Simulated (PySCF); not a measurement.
**CH6N2Si2 (SMILES N#CN([SiH3])[SiH3]): density, localisation and related maps**

The calculation's input:

```
{"job": {"kind": "nmr", "xc": "PBE0", "basis": "pcSseg-2"}, "charge": 0, "multiplicity": 1}
Si     1.631311    -0.338616    -0.174466
N     -0.003682     0.337205     0.052940
Si    -1.539436    -0.561573    -0.082052
C     -0.082864     1.619435     0.426411
N     -0.152063     2.735190     0.749830
H      2.345371     0.440291    -1.223062
H      1.423484    -1.749848    -0.597715
H      2.385560    -0.277396     1.108266
H     -2.503864     0.270372    -0.851014
H     -2.087430    -0.860782     1.271117
H     -1.212205    -1.823277    -0.799386
```

Launched as:

```sh
OMP_NUM_THREADS=1 python cluster_run.py task.json out
```

Geometry: PBE0-D3(BJ)/def2-SVP.

Computed with PySCF, PBE0/pcSseg-2, SCF density, gas phase, non-relativistic.

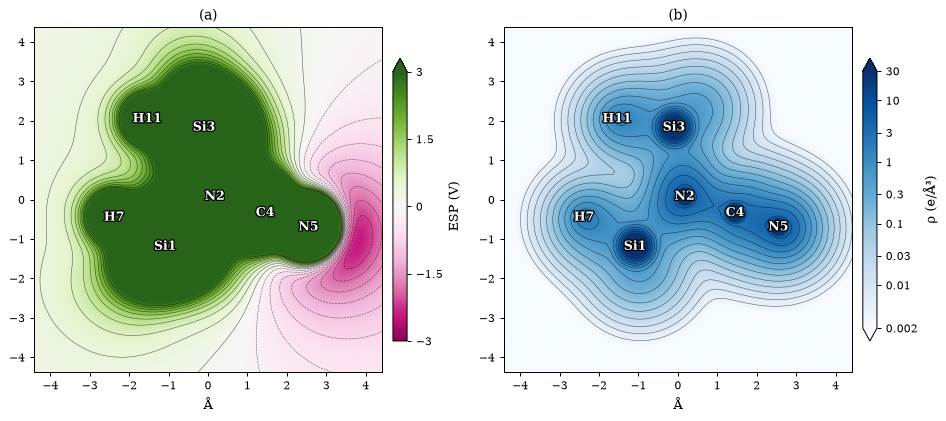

Figure 1. (a) electrostatic potential; (b) total electron density on the plane of atoms N2, Si1 and H7.

What does the map show?

Answer. The section cuts through Si, N, C and H sites. C–N (1.16 Å): ρ is about 3.5 e/Å³ halfway. Si–N (1.78 Å): ρ at the midpoint is about 0.99 e/Å³. Si–H (1.49 Å): ρ is about 0.83 e/Å³ halfway. C–N (1.34 Å): ρ is about 2.4 e/Å³ halfway. Outside the dense part of the molecule the potential is most negative (−2.4 V) near N5.

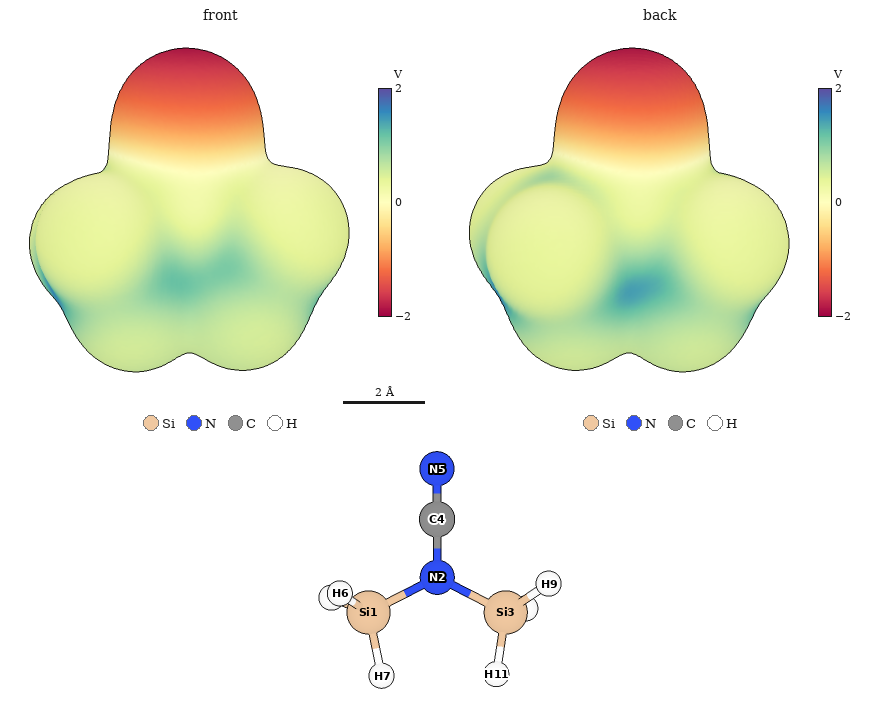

Figure 2. The electrostatic potential painted on the density surface at 0.001 e/bohr³, seen from the front and from behind; red is negative and blue positive. The bare structure is drawn below in the same view.

Where is the surface potential most negative and most positive?

Answer. The most negative region (about −1.8 V) lies over N5, the most positive (about +1.5 V) over Si1 and Si3. N5 is the likeliest acceptor of a hydrogen bond.

How polar is the molecule by this calculation?

Answer. Its dipole moment is 4.64 D.
